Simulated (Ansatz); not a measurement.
Level of theory: PBE (plane waves to 420 eV, PAW; Ansatz, a program for electronic structure).

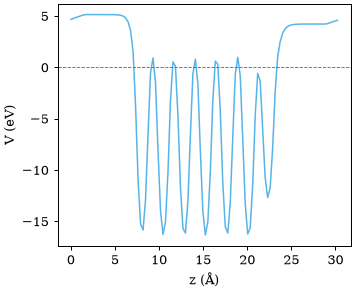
*Plane-averaged electrostatic potential energy along the normal, in eV from the Fermi level, for a constructed model of the (111) surface of fcc Au, a pseudomorphic layer of Cr in the host's stacking (bottom of the slab: a bare face, its two planes held)*

Model: 7-atom slab, 14.3 Å thick at the start, 15x15x1 mesh, Fermi-Dirac 0.1 eV, dipole correction, 2 atoms held, the rest relaxed; start symmetry kept, larger cells not searched; spin-polarised, ending with about 4.2 μB a cell; orders that need a larger cell were not tried, no spin-orbit, no U. It is one candidate, not shown to be the stable structure of the face.

The vacuum level lies 4.23 eV above the Fermi level over the top face and 5.15 eV above it under the bottom face.
